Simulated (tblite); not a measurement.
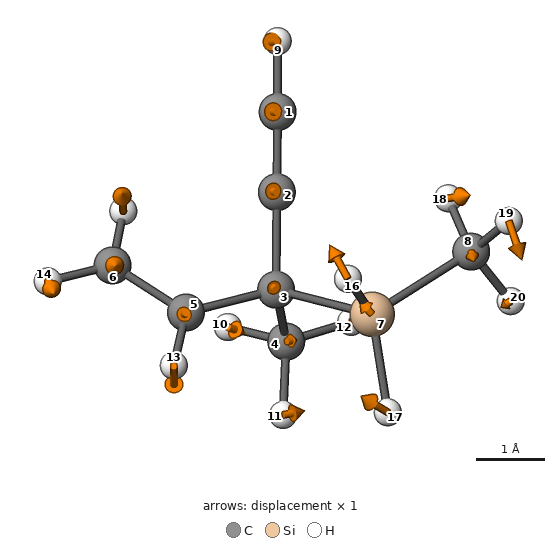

This is a relaxation of C7H12Si. The starting structure is drawn; orange arrows show the displacements, at their true length. The two geometries are superimposed by the best rigid fit.

A ball-and-stick model, seen at a tilt.

Method: tblite 0.8.0, GFN2-xTB geometry optimisation, gas phase. 

> Atoms of which element are displaced furthest, and by how much?

Hydrogen: up to 1.38 Å, against 0.61 Å for carbon.

> What did the optimiser do to the structure, and how much energy did it gain?

After 130 geometry steps the energy has fallen by 11.4 kcal/mol. The atom that moves furthest after the best rigid fit is an H atom (1.38 Å). By element the largest moves are H 1.38 Å, C 0.61 Å, Si 0.30 Å. Near-neighbour distances that change, for instance: C–Si 1.854 → 1.937 Å, C–H 1.119 → 1.089 Å, C–C 1.351 → 1.321 Å, C–Si 1.867 → 1.896 Å. Bond angles that change, for instance: C–C–H 124.6° → 114.0°, C–C–Si 114.1° → 107.5°, C–C–C 119.3° → 125.8°. Groups turn about C–C by about 50°, C–Si by about 30°. Cost: 1.8 s on 1 thread of Arm Neoverse N1, with other jobs on the host.
